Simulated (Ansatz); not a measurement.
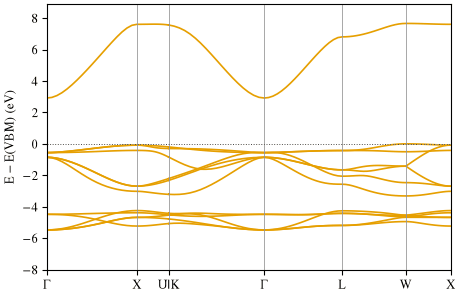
Fig. 1. Band structure from PBE (plane waves, PAW; program Ansatz)

Question: Read off the gap and where the band edges lie.

Answer: About 2.9 eV (2.92 eV by a search for the band edges); maximum at W, minimum at Γ.

Question: Pick the material that matches.
A) CdF2, fluorite
B) RbBr, rock salt
C) HfO2, fluorite
D) PbF2, fluorite

Answer: A, CdF2, fluorite

Space group Fm-3m (fluorite). Symmetry was held in the PBE relaxation. Spin–orbit coupling is left out wherever it is not named.

Potentials: the later of the program's two PAW sets.
